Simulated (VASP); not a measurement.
Band structure of TiC (relaxed from the wurtzite structure, space group P6_3mc). These are r2SCAN meta-GGA, VASP's PBE PAW potentials (set 64) (plane waves; VASP 6.6.1) values and carry that method's errors.

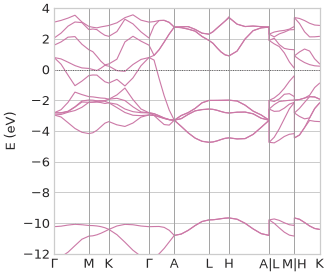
Bands along high-symmetry lines, zero at the valence-band maximum or, without a gap, the Fermi level

Read the plot: is there a gap, and where are the band edges?

It has no gap at this level: it comes out as a metal or semimetal.

The structure was generated: TiC was put into the wurtzite type (P6_3mc), which need not be its known phase. It was relaxed first, which changed the volume by -40 %.
